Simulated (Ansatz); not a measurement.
## Geometry relaxation, with input and output: GeSiH$_{4}$Cl$_{2}$O (part 2 of 2)

The same run, continued: GeSiH$_{4}$Cl$_{2}$O; RKS PBE-D4/def2-SVP (Ansatz 0.2.0). The geometry: force-field start.

Geometry of the input (Å):
```
Cl -1.3644  -2.1997  0.6483
Si -0.6163  -0.9790  -0.8781
O  0.9705  -0.3837  -0.4464
Ge 0.6152  0.9691  0.6833
Cl 2.5424  1.7457  1.3755
H  -0.4845  -1.7979  -2.1206
H  -1.5323  0.1609  -1.1559
H  -0.1038  0.4471  1.9327
H  -0.1528  2.0952  0.0302
```

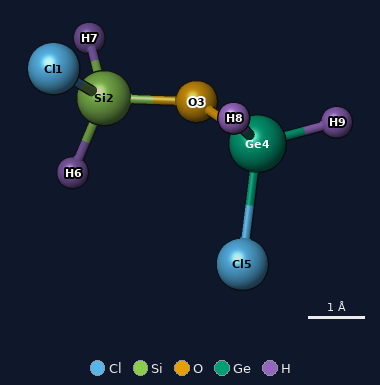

**Figure 1.** The geometry at step 19 of the log (ball-and-stick view, seen at a tilt; atoms are numbered from 1 in the order of the input).

Trajectory as extended XYZ, continued
```
9
Properties=species:S:1:pos:R:3:forces:R:3 step=8 energy=-91513.19732
Cl   -1.5162   -2.2036    0.5320    0.0015   0.0010   0.0051
Si   -0.6979   -1.0726   -1.0157    0.0145   0.0356   0.0138
O     0.4777   -0.0576   -0.4247   -0.0128   0.0149  -0.0050
Ge    0.6391    1.1526    0.8884   -0.0223  -0.0289   0.0108
Cl    2.7655    1.5026    1.0767    0.0048  -0.0014  -0.0029
H    -0.0515   -1.9924   -1.9996    0.0014  -0.0178   0.0037
H    -1.8267   -0.2948   -1.6277    0.0054  -0.0056  -0.0005
H     0.1163    0.5581    2.2170    0.0045  -0.0049  -0.0282
H    -0.0324    2.4654    0.4225    0.0029   0.0072   0.0033
9
Properties=species:S:1:pos:R:3:forces:R:3 step=9 energy=-91513.19664 accepted=F
Cl   -1.5436   -2.0270    0.6128    0.0426   0.0925  -0.1616
Si   -0.6978   -1.0562   -1.0446    0.0271  -0.0217   0.0619
O     0.4257    0.0570   -0.5226   -0.0828   0.0474   0.0901
Ge    0.6355    1.1445    0.9006   -0.1819  -0.1414  -0.0204
Cl    2.7634    1.5036    1.0240    0.0420   0.0063   0.0001
H    -0.0016   -2.0916   -1.8878   -0.0764   0.1429   0.0941
H    -1.8162   -0.3720   -1.7937    0.1099  -0.1025   0.0931
H     0.1772    0.4036    2.1928    0.0556   0.1145  -0.1901
H    -0.0686    2.4958    0.5876    0.0639  -0.1381   0.0327
9
Properties=species:S:1:pos:R:3:forces:R:3 step=10 energy=-91513.20129
Cl   -1.5058   -2.1497    0.5656    0.0153   0.0181   0.0089
Si   -0.6981   -1.0662   -1.0233   -0.0008   0.0025  -0.0050
O     0.4454    0.0069   -0.4751   -0.0157   0.0012   0.0056
Ge    0.6349    1.1546    0.8887    0.0033   0.0017  -0.0027
Cl    2.7677    1.4761    1.0708   -0.0043  -0.0065  -0.0016
H    -0.0269   -2.0206   -1.9573    0.0042  -0.0021   0.0000
H    -1.8386   -0.3435   -1.6773   -0.0002  -0.0048  -0.0066
H     0.1182    0.5055    2.1918   -0.0051  -0.0082  -0.0044
H    -0.0229    2.4946    0.4852    0.0033  -0.0019   0.0057
9
Properties=species:S:1:pos:R:3:forces:R:3 step=11 energy=-91513.20468
Cl   -1.4799   -2.0866    0.6111    0.0178   0.0261  -0.0422
Si   -0.7008   -1.0612   -1.0341    0.0416   0.0550   0.0071
O     0.4018    0.0782   -0.5274   -0.0747  -0.0115   0.0244
Ge    0.6291    1.1568    0.8904   -0.0026  -0.0036  -0.0661
Cl    2.7715    1.4327    1.0645   -0.0327  -0.0109  -0.0025
H     0.0063   -2.0419   -1.9195   -0.0282   0.0349   0.0407
H    -1.8584   -0.4040   -1.7344    0.0509  -0.0443   0.0353
H     0.1122    0.4559    2.1666    0.0006   0.0023  -0.0122
H    -0.0078    2.5278    0.5519    0.0273  -0.0480   0.0155
9
Properties=species:S:1:pos:R:3:forces:R:3 step=12 energy=-91513.20586
Cl   -1.4628   -2.0491    0.6327    0.0206   0.0299  -0.0344
Si   -0.6988   -1.0534   -1.0387    0.0644   0.0722   0.0317
O     0.3779    0.1276   -0.5634   -0.1267  -0.0406   0.0393
Ge    0.6274    1.1615    0.8875   -0.0501  -0.0643  -0.0717
Cl    2.7732    1.4007    1.0642   -0.0228   0.0016  -0.0052
H     0.0246   -2.0542   -1.8883   -0.0199   0.0572   0.0286
H    -1.8711   -0.4442   -1.7579    0.0709  -0.0332   0.0307
H     0.1035    0.4216    2.1410    0.0157   0.0327  -0.0320
H     0.0001    2.5473    0.5919    0.0478  -0.0554   0.0131
9
Properties=species:S:1:pos:R:3:forces:R:3 step=13 energy=-91513.20681
Cl   -1.4460   -2.0272    0.6526    0.0166   0.0141  -0.0462
Si   -0.7007   -1.0537   -1.0398    0.0789   0.0975   0.0025
O     0.3492    0.1603   -0.5872   -0.1274  -0.0304   0.1033
Ge    0.6177    1.1555    0.8883   -0.0226   0.0146  -0.1046
Cl    2.7641    1.3818    1.0565    0.0356  -0.0362   0.0126
H     0.0426   -2.0491   -1.8763   -0.0107   0.0162   0.0362
H    -1.8768   -0.4798   -1.7773    0.0318  -0.0250   0.0342
H     0.0886    0.4043    2.1332    0.0139   0.0292  -0.0513
H     0.0353    2.5656    0.6191   -0.0161  -0.0801   0.0134
9
Properties=species:S:1:pos:R:3:forces:R:3 step=14 energy=-91513.20980
Cl   -1.4245   -2.0153    0.6651    0.0077   0.0020  -0.0288
Si   -0.7002   -1.0489   -1.0386    0.0915   0.0920  -0.0197
O     0.3218    0.1946   -0.6059   -0.1185  -0.0179   0.1136
Ge    0.6141    1.1624    0.8821   -0.0171  -0.0210  -0.0734
Cl    2.7661    1.3289    1.0563    0.0195   0.0021  -0.0035
H     0.0651   -2.0373   -1.8608   -0.0054  -0.0116   0.0201
H    -1.8844   -0.5091   -1.7845    0.0021  -0.0159   0.0206
H     0.0803    0.4058    2.1191   -0.0067   0.0098  -0.0281
H     0.0357    2.5766    0.6362    0.0270  -0.0396  -0.0008
9
Properties=species:S:1:pos:R:3:forces:R:3 step=15 energy=-91513.21398
Cl   -1.3814   -2.0172    0.6711   -0.0023  -0.0056   0.0361
Si   -0.6989   -1.0387   -1.0399    0.0951   0.0603  -0.0190
O     0.2620    0.2610   -0.6316   -0.1338  -0.0541   0.0992
Ge    0.6082    1.1722    0.8786    0.0314   0.0079  -0.0888
Cl    2.7708    1.2451    1.0491   -0.0599   0.0029  -0.0020
H     0.1114   -2.0164   -1.8303   -0.0088   0.0070  -0.0279
H    -1.9115   -0.5675   -1.7849    0.0256  -0.0029  -0.0153
H     0.0385    0.4131    2.0939    0.0015  -0.0218   0.0223
H     0.0749    2.6061    0.6631    0.0511   0.0062  -0.0045
9
Properties=species:S:1:pos:R:3:forces:R:3 step=16 energy=-91513.21497
Cl   -1.2902   -2.0255    0.6975    0.0154   0.0202   0.0333
Si   -0.6995   -1.0297   -1.0380    0.1497   0.2733  -0.0778
O     0.1233    0.3909   -0.6759   -0.2544  -0.2843   0.1724
Ge    0.5841    1.1991    0.8695    0.2383  -0.0142  -0.1872
Cl    2.7638    1.0623    1.0428   -0.3183   0.0403  -0.0514
H     0.2045   -1.9585   -1.7947   -0.0551   0.0709   0.0036
H    -1.9576   -0.6989   -1.7994    0.1708  -0.0155   0.0509
H    -0.0276    0.4343    2.0566   -0.0389  -0.0135   0.0617
H     0.1730    2.6838    0.7107    0.0925  -0.0771  -0.0055
9
Properties=species:S:1:pos:R:3:forces:R:3 step=17 energy=-91513.24780
Cl   -1.3255   -2.0418    0.6789    0.0164  -0.0188  -0.0220
Si   -0.7014   -1.0277   -1.0373    0.0026   0.0419   0.0561
O    -0.0567    0.4480   -0.6100   -0.0324  -0.0327   0.0111
Ge    0.5750    1.2057    0.8900   -0.0718   0.0046  -0.0545
Cl    2.7302    0.9636    0.9115    0.0330  -0.0379  -0.0122
H     0.3106   -1.8846   -1.7327    0.0189   0.0120   0.0139
H    -1.9086   -0.7927   -1.8910    0.0186   0.0138  -0.0068
H    -0.0108    0.4790    2.1198    0.0053   0.0209   0.0022
H     0.2612    2.7083    0.7399    0.0096  -0.0038   0.0121
9
Properties=species:S:1:pos:R:3:forces:R:3 step=18 energy=-91513.26310
Cl   -1.3703   -2.1442    0.6102    0.0082   0.0039   0.0751
Si   -0.7082   -1.0237   -1.0148    0.0382  -0.0881  -0.1606
O    -0.2340    0.4947   -0.5302   -0.0323   0.0418   0.0495
Ge    0.5592    1.2253    0.9006    0.0264   0.0527  -0.0492
Cl    2.6906    0.8262    0.7754    0.0026  -0.0383  -0.0095
H     0.4260   -1.7789   -1.6445   -0.0203   0.0403   0.0388
H    -1.8559   -0.8616   -1.9624    0.0153   0.0196   0.0163
H     0.0247    0.5770    2.1921   -0.0348  -0.0388   0.0381
H     0.3418    2.7428    0.7426   -0.0032   0.0069   0.0015
9
Properties=species:S:1:pos:R:3:forces:R:3 step=19 energy=-91513.26354
Cl   -1.3596   -2.1692    0.5962   -0.0006  -0.0385  -0.0135
Si   -0.7060   -1.0185   -1.0146    0.2221   0.2839   0.1129
O    -0.3811    0.5370   -0.4686    0.0441  -0.1899  -0.0641
Ge    0.5457    1.2443    0.9051   -0.0497  -0.2576  -0.1467
Cl    2.6428    0.6715    0.6674   -0.1967   0.0783   0.0104
H     0.5277   -1.6894   -1.5769   -0.2063   0.1291   0.0725
H    -1.8188   -0.9147   -2.0170    0.0956  -0.0063   0.0661
H     0.0357    0.6246    2.2284    0.0295   0.0404  -0.0231
H     0.3876    2.7721    0.7489    0.0621  -0.0393  -0.0145
9
Properties=species:S:1:pos:R:3:forces:R:3 step=20 energy=-91513.27305
Cl   -1.3199   -2.1793    0.6074    0.0033   0.0019  -0.0113
Si   -0.7001   -1.0084   -1.0030    0.1015  -0.0459  -0.0959
O    -0.3780    0.5400   -0.4779   -0.1145  -0.0072  -0.0813
Ge    0.5210    1.2284    0.9032    0.2588   0.0713   0.0268
Cl    2.6156    0.6536    0.6652   -0.1409   0.0026   0.0458
H     0.5285   -1.6559   -1.5843   -0.1181   0.0470   0.0457
H    -1.8190   -0.9095   -1.9951    0.0377  -0.0292   0.0497
H    -0.0039    0.6283    2.2270    0.0053   0.0212  -0.0129
H     0.4297    2.7606    0.7266   -0.0331  -0.0617   0.0332
9
Properties=species:S:1:pos:R:3:forces:R:3 step=21 energy=-91513.27644
Cl   -1.2912   -2.1871    0.6055    0.0298   0.0147   0.0033
Si   -0.6946   -1.0017   -1.0035   -0.0344  -0.1287  -0.0874
O    -0.3891    0.5490   -0.4843   -0.0482   0.0725  -0.0445
Ge    0.5251    1.2346    0.8901    0.1099   0.0285   0.1515
Cl    2.6021    0.6073    0.6974   -0.0540   0.0253  -0.0247
H     0.5253   -1.6333   -1.6033   -0.0129   0.0086   0.0197
H    -1.8288   -0.9274   -1.9766    0.0157   0.0037   0.0098
H    -0.0027    0.6501    2.2189   -0.0327   0.0120  -0.0070
H     0.4278    2.7662    0.7249    0.0268  -0.0366  -0.0207
9
Properties=species:S:1:pos:R:3:forces:R:3 step=22 energy=-91513.27994
Cl   -1.2579   -2.2009    0.6016    0.0102   0.0149  -0.0018
Si   -0.6939   -0.9964   -1.0057   -0.0020  -0.0335   0.0136
O    -0.4206    0.5604   -0.4733   -0.0203   0.0020  -0.0220
Ge    0.5206    1.2337    0.8954    0.0081   0.0119   0.0544
Cl    2.5799    0.5641    0.6814   -0.0297   0.0047  -0.0042
H     0.5381   -1.6049   -1.5996    0.0121   0.0114  -0.0137
H    -1.8271   -0.9417   -1.9798    0.0021   0.0112   0.0065
H    -0.0235    0.6783    2.2308   -0.0020  -0.0009  -0.0142
H     0.4583    2.7651    0.7182    0.0214  -0.0218  -0.0186
9
Properties=species:S:1:pos:R:3:forces:R:3 step=23 energy=-91513.28291
Cl   -1.1844   -2.2212    0.6041    0.0267   0.0230  -0.0385
Si   -0.6842   -0.9871   -1.0050   -0.0270   0.0692   0.0897
O    -0.4748    0.5796   -0.4584    0.0252  -0.0613   0.0145
Ge    0.5028    1.2346    0.9003   -0.0463   0.0054  -0.0412
Cl    2.5255    0.4651    0.6740   -0.0123  -0.0008   0.0184
H     0.5653   -1.5345   -1.6185    0.0186  -0.0050  -0.0123
H    -1.8299   -0.9691   -1.9645   -0.0059   0.0049  -0.0037
H    -0.0650    0.7253    2.2458    0.0191   0.0162  -0.0315
H     0.5187    2.7651    0.6911    0.0020  -0.0515   0.0047
9
Properties=species:S:1:pos:R:3:forces:R:3 step=24 energy=-91513.28433
Cl   -1.1131   -2.2327    0.6083    0.0013   0.0420  -0.0562
Si   -0.6832   -0.9777   -1.0069    0.0008   0.0087   0.0915
O    -0.4976    0.5902   -0.4577    0.0280  -0.0454   0.0191
Ge    0.4928    1.2327    0.8974   -0.0315   0.0333  -0.0094
Cl    2.4954    0.4034    0.6979   -0.0216   0.0064   0.0096
H     0.5686   -1.4968   -1.6395    0.0127   0.0010  -0.0355
H    -1.8447   -0.9790   -1.9475   -0.0099  -0.0048   0.0079
H    -0.0959    0.7577    2.2461    0.0156   0.0134  -0.0312
H     0.5518    2.7600    0.6710    0.0045  -0.0546   0.0043
9
Properties=species:S:1:pos:R:3:forces:R:3 step=25 energy=-91513.28556
Cl   -1.0912   -2.2980    0.5634    0.0055   0.0344  -0.0132
Si   -0.6852   -0.9879   -1.0094   -0.0075   0.0214   0.0513
O    -0.5021    0.5653   -0.4235    0.0061  -0.0242   0.0302
Ge    0.4940    1.2431    0.9074   -0.0171   0.0295  -0.0395
Cl    2.4859    0.3843    0.7408   -0.0076  -0.0031   0.0090
H     0.5595   -1.4769   -1.6785    0.0208  -0.0019  -0.0295
H    -1.8612   -0.9681   -1.9325    0.0000  -0.0034   0.0060
H    -0.0972    0.8365    2.2752   -0.0070  -0.0208  -0.0136
H     0.5715    2.7593    0.6261    0.0068  -0.0318  -0.0008
9
Properties=species:S:1:pos:R:3:forces:R:3 step=26 energy=-91513.28695
Cl   -1.0609   -2.2813    0.5778    0.0083   0.0009   0.0070
Si   -0.6820   -0.9853   -1.0108   -0.0007   0.0169  -0.0009
O    -0.4936    0.5704   -0.4364    0.0092  -0.0011   0.0014
Ge    0.4915    1.2421    0.9037   -0.0139  -0.0005   0.0062
Cl    2.4816    0.3750    0.7654   -0.0013  -0.0060   0.0002
H     0.5522   -1.4726   -1.7043   -0.0031  -0.0013  -0.0043
H    -1.8747   -0.9740   -1.9120   -0.0012  -0.0062  -0.0024
H    -0.1222    0.8269    2.2589   -0.0001  -0.0003  -0.0041
H     0.5820    2.7563    0.6266    0.0028  -0.0024  -0.0030
9
Properties=species:S:1:pos:R:3:forces:R:3 step=27 energy=-91513.28764
Cl   -0.9554   -2.2775    0.5914    0.0102   0.0223  -0.0329
Si   -0.6731   -0.9753   -1.0162   -0.0027  -0.0625  -0.0424
O    -0.4942    0.5827   -0.4489   -0.0168   0.0194  -0.0050
Ge    0.4771    1.2415    0.9062    0.0468  -0.0036   0.0163
Cl    2.4411    0.3032    0.8138   -0.0361   0.0208   0.0197
H     0.5412   -1.4355   -1.7682   -0.0513   0.0119   0.0348
H    -1.9054   -0.9928   -1.8665    0.0306  -0.0062   0.0196
H    -0.1859    0.8638    2.2507    0.0239   0.0117  -0.0252
H     0.6285    2.7477    0.6068   -0.0047  -0.0137   0.0152
9
Properties=species:S:1:pos:R:3:forces:R:3 step=28 energy=-91513.28787
Cl   -0.9557   -2.2756    0.5886   -0.0037   0.0023  -0.0071
Si   -0.6781   -0.9766   -1.0199    0.0206  -0.0391  -0.0218
O    -0.4925    0.5816   -0.4529    0.0097   0.0137  -0.0142
Ge    0.4806    1.2426    0.9008    0.0202  -0.0128   0.0600
Cl    2.4484    0.3133    0.8336   -0.0212   0.0140  -0.0198
H     0.5332   -1.4438   -1.7703   -0.0354   0.0184   0.0160
H    -1.9107   -0.9943   -1.8684    0.0172   0.0030   0.0144
H    -0.1747    0.8596    2.2465   -0.0073   0.0127  -0.0179
H     0.6236    2.7510    0.6111   -0.0002  -0.0122  -0.0097
9
Properties=species:S:1:pos:R:3:forces:R:3 step=29 energy=-91513.28824
Cl   -0.9529   -2.2766    0.5881    0.0001  -0.0038   0.0039
Si   -0.6763   -0.9777   -1.0198   -0.0085   0.0146  -0.0032
O    -0.4857    0.5813   -0.4549    0.0035  -0.0052   0.0035
Ge    0.4813    1.2415    0.9047   -0.0052   0.0014  -0.0054
Cl    2.4482    0.3148    0.8320   -0.0011  -0.0001   0.0002
H     0.5292   -1.4439   -1.7747    0.0026  -0.0033  -0.0031
H    -1.9118   -0.9924   -1.8627    0.0074  -0.0003   0.0043
H    -0.1833    0.8623    2.2460    0.0014   0.0009  -0.0018
H     0.6253    2.7486    0.6103   -0.0003  -0.0043   0.0015
```

Results in brief

```tsv
quantity	value
outcome	converged
total energy	−91513.2883 eV
mean-field energy	−91513.0057 eV
dispersion energy	−0.2826 eV
SCF solution under orbital rotations	stable
largest force (length of the vector) at the end	0.017 eV/Å
dipole moment	1.58 D
hardware	4 threads of Arm Neoverse V2, 23 GiB of memory available, shared host
wall time	47 s (CPU time 2.8 min)
peak memory	0.18 GiB
```
